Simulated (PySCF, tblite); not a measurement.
**C2H7AlF2O: dynamics, then NMR shifts on frames**

Aim: move C2H7AlF2O (`FC[O+]([AlH3-])CF`) away from its starting geometry and see how NMR shifts follow the geometry.

The runs use tblite 0.8.0 and PySCF 2.14.0, with density-fitted response routines of our own; the level of theory stands in each step. All values are computed, except where a source is named. Atoms count from 0, in the outputs and in this text.

## Step 1: Starting geometry

13 atoms, charge 0, multiplicity 1; geometry from: GFN2-xTB.

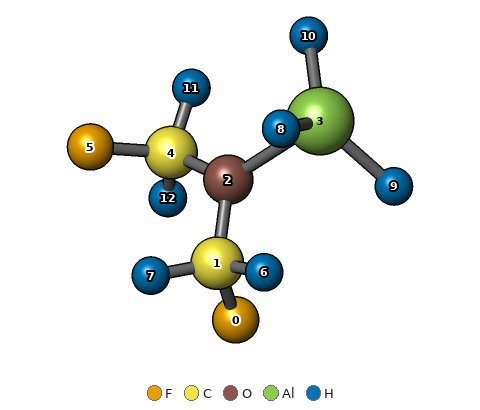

As it starts; fluorine amber, carbon yellow, oxygen brown, aluminium green, hydrogen blue, atoms numbered.

## Step 2: Thermal motion with GFN2-xTB

What the job is given:

```
{"job": {"kind": "md", "xc": "GFN2-xTB", "basis": "xTB", "temperature": 600, "steps": 2000, "every": 50, "frames": 5}, "charge": 0, "multiplicity": 1}
F     -1.509026    -1.253367    -1.053498
C     -1.067363    -0.779907     0.138826
O     -0.016189     0.099630    -0.075792
Al     1.628137    -0.551188     0.653278
C     -0.332670     1.284930    -0.725585
F     -1.131336     2.039388     0.074795
H     -0.663123    -1.617796     0.718916
H     -1.917297    -0.298571     0.639373
H      1.132244    -0.657513     2.148443
H      1.686674    -1.893609    -0.162208
H      2.457044     0.695791     0.169277
H      0.608122     1.823240    -0.881427
H     -0.879604     1.109457    -1.662126
```

Level: GFN2-xTB Langevin dynamics, gas phase.

The run is started by

```sh
$ OMP_NUM_THREADS=1 python probes_run.py task.json out
```

This one command runs all jobs of the session in turn.

Log:

```text
t/fs     T/K      E/eV
    0.0   500.1   -611.75828
   25.0   283.2   -611.29994
   50.0   258.6   -611.17258
   75.0   319.9   -611.28413
  100.0   395.1   -611.42404
  125.0   306.6   -611.08230
  150.0   281.3   -611.07106
  175.0   518.9   -611.27053
  200.0   528.4   -611.32443
  225.0   313.2   -610.97359
  250.0   482.6   -611.00066
  275.0   587.1   -611.10215
  300.0   562.2   -611.20792
  325.0   522.1   -610.92110
  350.0   477.7   -610.89107
  375.0   625.0   -610.93986
  400.0   679.8   -610.79202
  425.0   721.5   -610.92620
  450.0   709.4   -610.69714
  475.0   571.8   -610.62232
  500.0   634.8   -610.74893
  525.0   617.6   -611.07827
  550.0   381.8   -610.75844
  575.0   523.5   -610.87657
  600.0   585.5   -610.88362
  625.0   737.6   -611.04215
  650.0   534.0   -610.93253
  675.0   580.6   -610.89144
  700.0   533.1   -610.75274
  725.0   655.7   -610.80868
  750.0   869.9   -610.97816
  775.0   690.0   -610.95282
  800.0   672.7   -610.92307
  825.0   466.3   -610.70193
  850.0   429.3   -610.22231
  875.0   627.4   -610.72536
  900.0   542.9   -611.23907
  925.0   451.3   -610.97925
  950.0   439.0   -611.10208
  975.0   597.4   -611.20812
 1000.0   579.4   -610.80869
```

It took 14 s on 1 thread of Arm Neoverse N1, shared host; peak memory 0.18 GiB.

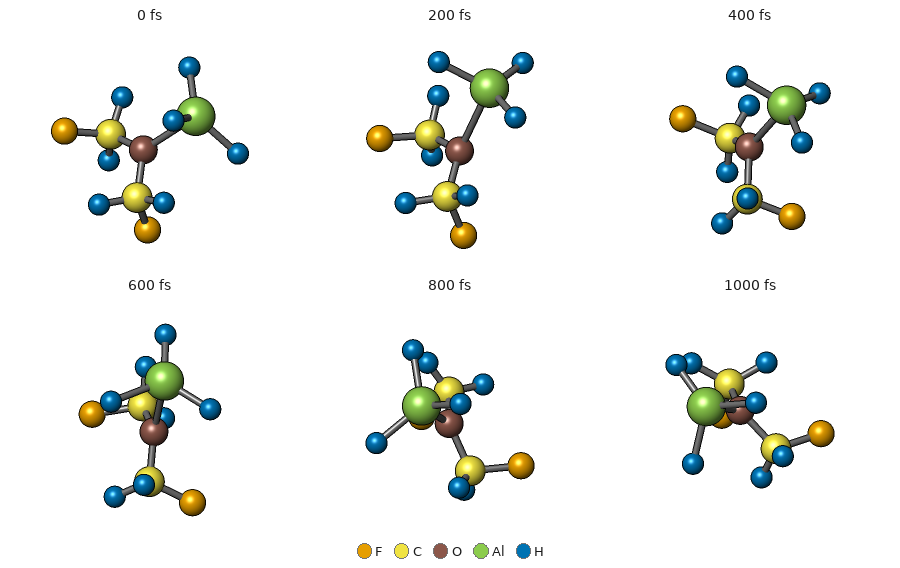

Frames of the run.

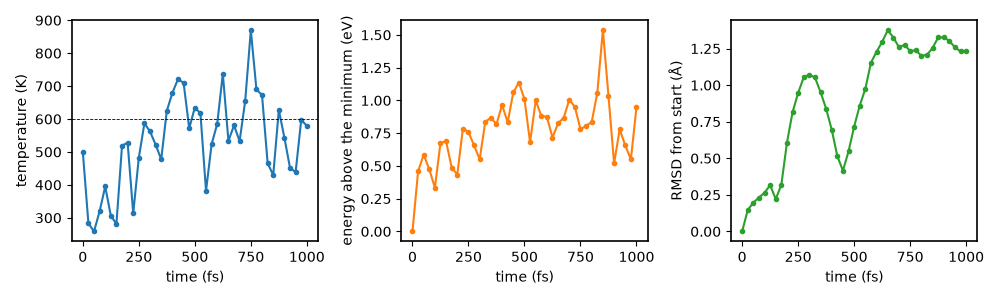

Temperature, potential energy and distance from the start.

Positions (Å) and forces (eV/Å) at 1000 fs:

```xyz
13

F    -0.220   -2.221   -0.102    0.098    0.567   -0.374
C    -1.355   -1.777    0.483    0.186    0.594    1.017
O    -1.279   -0.435    0.941    0.074    0.536   -1.475
Al   -1.831   -0.229    2.713   -0.090   -2.238   -0.265
C    -0.972    0.622   -0.032    0.283   -0.754    0.715
F    -1.732    0.534   -1.202    1.073   -0.172    1.699
H    -1.371   -2.369    1.432   -0.793    0.317   -0.549
H    -2.193   -1.821   -0.221    0.138   -0.572    0.098
H    -0.821   -1.388    3.391   -0.353    0.759   -0.142
H    -1.581    1.232    2.629    0.127    1.157    0.354
H    -3.204   -0.930    2.241   -0.129    0.280    0.524
H    -1.277    1.636    0.502    0.933   -1.885   -1.019
H     0.143    0.331   -0.202   -1.548    1.412   -0.583
```

## Step 3: NMR shieldings: 250 fs, PBE0/pcSseg-1

What the job is given:

```
{"job": {"kind": "nmr", "xc": "PBE0", "basis": "pcSseg-1", "pop": false}, "charge": 0, "multiplicity": 1}
F     -2.010900    -1.547100    -0.795600
C     -1.821000    -1.006000     0.418400
O     -0.601800    -0.280300     0.201100
Al     1.272600     0.046500     1.264400
C     -0.677300     0.699000    -0.818200
F     -1.579500     1.619300    -0.432200
H     -1.616300    -1.930000     0.984900
H     -2.582900    -0.315100     0.677500
H      1.132100     1.626300     1.157300
H      0.870200    -0.689200     2.570000
H      2.316200    -0.880900     0.524700
H      0.293900     1.178900    -0.912200
H     -1.087600     0.325500    -1.856100
```

Level: GIAO PBE0/pcSseg-1 NMR shielding, non-relativistic, gas phase.

Log:

```text
coarse grid: 11400 points
cycle   1  E = -597.0261497778  dE =  5.119e-01  |g| = 7.607e-01  |ddm| = 2.904e+00
cycle   2  E = -596.9586448090  dE =  6.750e-02  |g| = 1.035e+00  |ddm| = 8.553e-01
cycle   3  E = -597.1240362820  dE = -1.654e-01  |g| = 4.826e-02  |ddm| = 4.881e-01
cycle   4  E = -597.1244154665  dE = -3.792e-04  |g| = 1.455e-02  |ddm| = 4.279e-02
cycle   5  E = -597.1244516693  dE = -3.620e-05  |g| = 3.816e-03  |ddm| = 1.228e-02
cycle   6  E = -597.1244549873  dE = -3.318e-06  |g| = 4.702e-04  |ddm| = 3.007e-03
final grid: 106328 points
cycle   7  E = -597.1825354903  dE = -2.880e-05  |g| = 9.653e-03  |ddm| = 1.740e-02
cycle   8  E = -597.1825202017  dE =  1.529e-05  |g| = 1.371e-02  |ddm| = 1.085e-02
cycle   9  E = -597.1825516249  dE = -3.142e-05  |g| = 1.084e-03  |ddm| = 6.628e-03
cycle  10  E = -597.1825518610  dE = -2.362e-07  |g| = 2.671e-04  |ddm| = 8.397e-04
cycle  11  E = -597.1825518703  dE = -9.294e-09  |g| = 1.077e-04  |ddm| = 1.715e-04
cycle  12  E = -597.1825518719  dE = -1.587e-09  |g| = 1.395e-05  |ddm| = 5.641e-05
cycle  13  E = -597.1825518719  dE = -3.251e-11  |g| = 1.964e-06  |ddm| = 1.185e-05
converged SCF energy = -597.1825518719

GIAO shielding tensors (ppm)
atom      isotropic    diamagn.    paramagn.     s11        s22        s33       span
  0 F      358.315     473.104    -114.788    246.884    353.067    474.995    228.111
  1 C       83.613     239.287    -155.674     61.076     78.304    111.459     50.383
  2 O      207.623     402.131    -194.507    175.814    186.460    260.596     84.782
  3 Al     376.728     794.622    -417.894    346.411    352.934    430.839     84.428
  4 C       81.441     241.704    -160.264     59.993     72.955    111.374     51.381
  5 F      363.137     472.230    -109.093    260.929    361.289    467.194    206.265
  6 H       24.810      27.416      -2.606     20.096     24.721     29.613      9.518
  7 H       26.028      28.103      -2.076     22.329     25.895     29.859      7.531
  8 H       26.810      29.505      -2.695     23.410     27.000     30.018      6.608
  9 H       27.147      30.078      -2.931     24.015     26.461     30.964      6.950
 10 H       26.609      29.451      -2.842     23.668     25.576     30.582      6.914
 11 H       25.285      29.624      -4.339     21.938     25.642     28.275      6.336
 12 H       23.956      26.553      -2.597     20.570     23.751     27.547      6.977
```

It took 19 s on 1 thread of Arm Neoverse N1, shared host; peak memory 0.7 GiB.

Shifts follow as δ = σ(reference) − σ, with reference shieldings (ppm) from runs at the same level and on the same kind of geometry: 1H TMS 31.72, 13C TMS 186.9, 19F CFCl3 170.9, 17O H2O 336.1, 27Al AlH4- 490.0. The references are single molecules in the gas phase, so shifts against H2O, NH3, PH3, H3PO4 or CFCl3 are not on the usual liquid scales and can be off by tens of ppm. Shifts against hydride references such as AlH4− lie on their own scale. Each atom is listed at this fixed geometry, with no averaging over motion; a spectrum would average atoms that exchange fast.

```
atoms                               environment  σ (ppm)  δ (ppm)
   C4                 sp3 CH2 bonded to F and O     81.4    105.5
   C1                 sp3 CH2 bonded to F and O     83.6    103.3
  H12  hydrogen on an sp3 CH2 bonded to F and O    23.96     7.76
   H6  hydrogen on an sp3 CH2 bonded to F and O    24.81     6.91
  H11  hydrogen on an sp3 CH2 bonded to F and O    25.28     6.43
   H7  hydrogen on an sp3 CH2 bonded to F and O    26.03     5.69
  H10      hydrogen on an aluminium bonded to O    26.61     5.11
   H8      hydrogen on an aluminium bonded to O    26.81     4.91
   H9      hydrogen on an aluminium bonded to O    27.15     4.57
   F0                 fluorine on an sp3 carbon    358.3   -187.4
   F5                 fluorine on an sp3 carbon    363.1   -192.2
   O2            donor oxygen of a Lewis adduct    207.6    128.5
  Al3                aluminium bonded to O, 3 H    376.7    113.2
```

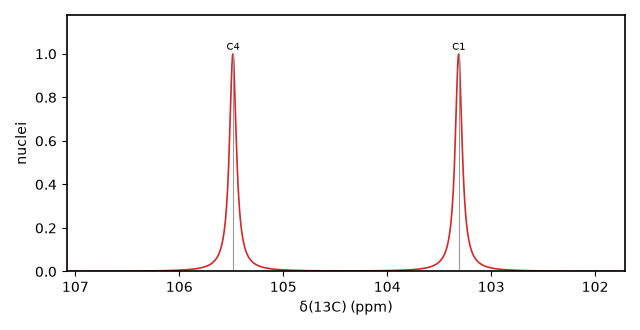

13C lines at the computed shifts, without couplings. Lines are broadened to a width of 0.08 ppm (Lorentzian).

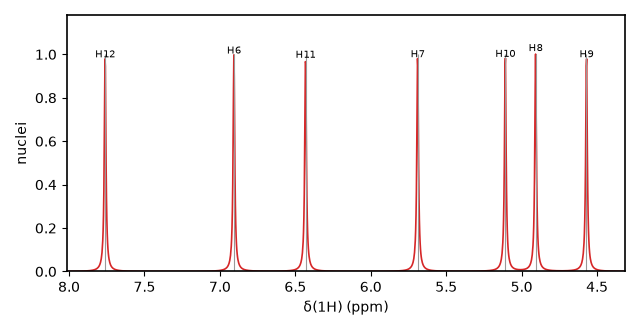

1H lines at the computed shifts, without couplings. Lines are broadened to a width of 0.01 ppm (Lorentzian).

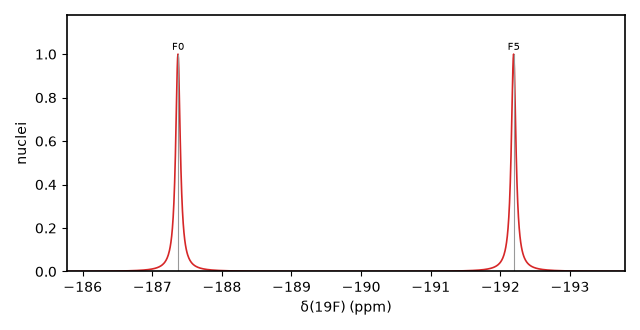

19F lines at the computed shifts, without couplings. Lines are broadened to a width of 0.08 ppm (Lorentzian).

## Step 4: Nuclear shieldings: 425 fs, PBE0/pcSseg-1

What the job is given:

```
{"job": {"kind": "nmr", "xc": "PBE0", "basis": "pcSseg-1", "pop": false}, "charge": 0, "multiplicity": 1}
F     -1.525900    -2.289300     0.248900
C     -1.989100    -1.133600     0.781800
O     -0.928000    -0.115200     0.477800
Al     0.404400    -0.618800     1.939700
C     -1.216600     0.833400    -0.427300
F     -1.726900     2.008300     0.142700
H     -1.917800    -1.420500     1.874000
H     -2.995000    -0.815500     0.361500
H     -0.507300     0.175200     2.973800
H      0.259400    -2.267700     2.116800
H      1.635200    -0.031700     1.342600
H     -0.254600     1.210000    -0.828000
H     -1.968500     0.604400    -1.195200
```

With the program's defaults for keys left out, this is: GIAO PBE0/pcSseg-1 NMR shielding, non-relativistic, gas phase.

Log:

```text
coarse grid: 11400 points
cycle   1  E = -597.0001502756  dE =  5.058e-01  |g| = 7.924e-01  |ddm| = 2.898e+00
cycle   2  E = -596.9002929837  dE =  9.986e-02  |g| = 1.156e+00  |ddm| = 1.005e+00
cycle   3  E = -597.1118966493  dE = -2.116e-01  |g| = 5.690e-02  |ddm| = 5.847e-01
cycle   4  E = -597.1122457772  dE = -3.491e-04  |g| = 3.527e-02  |ddm| = 5.089e-02
cycle   5  E = -597.1124246517  dE = -1.789e-04  |g| = 1.019e-02  |ddm| = 2.215e-02
cycle   6  E = -597.1124415122  dE = -1.686e-05  |g| = 2.377e-03  |ddm| = 6.844e-03
cycle   7  E = -597.1124426654  dE = -1.153e-06  |g| = 5.272e-04  |ddm| = 1.876e-03
final grid: 106328 points
cycle   8  E = -597.1704375183  dE = -2.359e-05  |g| = 1.081e-02  |ddm| = 1.661e-02
cycle   9  E = -597.1704157103  dE =  2.181e-05  |g| = 1.582e-02  |ddm| = 1.232e-02
cycle  10  E = -597.1704576424  dE = -4.193e-05  |g| = 1.073e-03  |ddm| = 7.548e-03
cycle  11  E = -597.1704578761  dE = -2.337e-07  |g| = 3.420e-04  |ddm| = 8.985e-04
cycle  12  E = -597.1704578926  dE = -1.645e-08  |g| = 1.163e-04  |ddm| = 2.259e-04
cycle  13  E = -597.1704578945  dE = -1.931e-09  |g| = 1.572e-05  |ddm| = 6.576e-05
cycle  14  E = -597.1704578946  dE = -4.081e-11  |g| = 3.221e-06  |ddm| = 1.447e-05
converged SCF energy = -597.1704578946

GIAO shielding tensors (ppm)
atom      isotropic    diamagn.    paramagn.     s11        s22        s33       span
  0 F      307.189     473.241    -166.052    186.670    285.902    448.996    262.327
  1 C       60.160     238.003    -177.843     41.182     49.648     89.650     48.468
  2 O      192.147     402.061    -209.914     95.866    215.221    265.353    169.487
  3 Al     392.203     795.167    -402.964    350.945    397.907    427.759     76.814
  4 C       80.244     240.644    -160.400     54.016     84.251    102.466     48.450
  5 F      318.495     471.568    -153.072    184.678    334.934    435.875    251.197
  6 H       23.346      26.290      -2.944     21.122     23.034     25.883      4.760
  7 H       24.709      24.937      -0.227     21.055     25.307     27.766      6.712
  8 H       26.892      29.810      -2.918     23.608     26.368     30.702      7.094
  9 H       26.237      28.973      -2.736     22.865     26.396     29.451      6.586
 10 H       27.761      31.082      -3.321     24.297     26.530     32.455      8.158
 11 H       25.078      29.303      -4.226     20.275     26.028     28.930      8.655
 12 H       25.499      28.455      -2.955     20.496     27.059     28.943      8.447
```

Run time: 19 s. Hardware: 1 thread of Arm Neoverse N1, shared host; peak memory 0.78 GiB.

This run: δ C1 126.8, C4 106.7, F0 -136.2, F5 -147.5, H6 8.37, H7 7.01 ppm.

[end of part 1 of 2]
